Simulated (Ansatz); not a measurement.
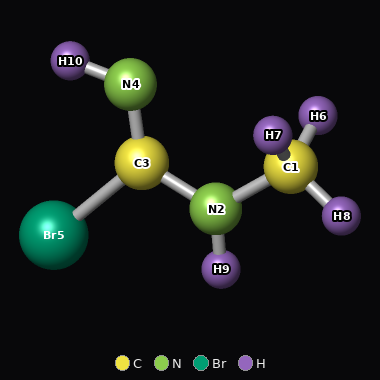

The system is C2H5BrN2, SMILES CNC(=N)Br; the picture shows the reference structure. 
- Coordinates scanned: (1) dihedral N2–C3–N4–H10; (2) dihedral C1–N2–C3–N4.
- Nothing is relaxed (all other coordinates rigid).
- The grid has 10 × 10 points.
- Energies are in kcal/mol, from the relaxed molecule at the same level.
- Energies and slopes of some neighbouring points disagree (a jump in structure or state, or too coarse a mesh). The dihedral twists a double bond; near 90° a spin-restricted reference is unreliable.
- Method: RKS CAM-B3LYP-D4/def2-SVP (Ansatz 0.2.0).

Its coordinates:

| atom | x (Å) | y (Å) | z (Å) |
| --- | --- | --- | --- |
| C | -0.7620 | -1.0961 | 0.3920 |
| N | -0.2327 | 0.2310 | 0.6023 |
| C | 0.6010 | 0.7828 | -0.3082 |
| N | 1.0216 | 0.2038 | -1.3393 |
| Br | 1.0866 | 2.6042 | 0.1995 |
| H | -1.4209 | -1.1414 | -0.4910 |
| H | 0.0565 | -1.8118 | 0.2284 |
| H | -1.3301 | -1.3982 | 1.2811 |
| H | -0.6011 | 0.8175 | 1.3357 |
| H | 1.6643 | 0.7572 | -1.8977 |

Range: dihedral N2–C3–N4–H10 from −180 to 144°; dihedral C1–N2–C3–N4 from −180 to 144°.

> Predict the map.

The lowest grid point is at dihedral N2–C3–N4–H10 = −180°, dihedral C1–N2–C3–N4 = 0°, 0.09 kcal/mol from the relaxed molecule at the same level. Other grid points that lie below all their neighbours: dihedral N2–C3–N4–H10 = −180°, dihedral C1–N2–C3–N4 = −180° (6.5 kcal/mol higher); dihedral N2–C3–N4–H10 = 0°, dihedral C1–N2–C3–N4 = 0° (7.0 kcal/mol higher); dihedral N2–C3–N4–H10 = 0°, dihedral C1–N2–C3–N4 = −180° (13.4 kcal/mol higher). The highest grid point, dihedral N2–C3–N4–H10 = −72°, dihedral C1–N2–C3–N4 = 72°, lies 53.5 kcal/mol above the lowest.

```
dihedral C1–N2–C3–N4 ↓, dihedral N2–C3–N4–H10 →  −180  −144  −108   −72   −36     0    36    72   108   144
                                            144   7.8  18.7  34.7  33.8  19.8  14.6  23.6  35.6  28.8  12.5
                                            108  13.6  26.6  49.2  47.6  27.5  19.7  30.8  49.3  42.7  21.1
                                             72  16.3  24.7  47.4  53.6  33.5  22.3  30.8  51.9  52.7  29.0
                                             36   7.3  11.9  28.9  36.3  23.6  13.9  19.3  35.1  37.0  19.3
                                              0   0.1   6.0  20.2  24.3  13.7   7.1  12.2  23.5  22.1   7.9
                                            −36   4.7  14.8  30.7  30.6  16.8  11.5  19.7  31.0  25.3   9.7
                                            −72  14.1  27.1  49.0  47.0  27.1  19.5  30.7  49.0  42.2  21.1
                                           −108  15.4  24.5  47.7  52.7  31.7  20.4  29.4  50.9  51.6  27.8
                                           −144   9.8  14.8  32.5  40.0  26.1  15.6  21.0  36.7  39.0  21.7
                                           −180   6.6  12.7  26.6  30.4  20.0  13.5  19.0  29.7  27.2  13.6
```

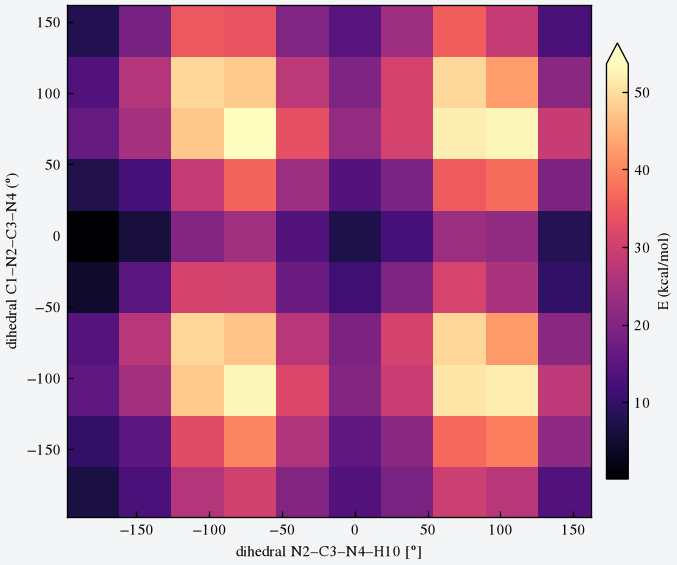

The picture shows one coloured cell a grid point, one colour for all values above the top of the scale.

Each point was launched as `ansatz run input.yaml --threads 1 --pin off --max-ram 2560MiB --backend cpu --events-out ev --progress --plain --runs-dir out`. The whole map (100 points run) took 14 min on 1 thread of Arm Neoverse V1, with other jobs on the host.
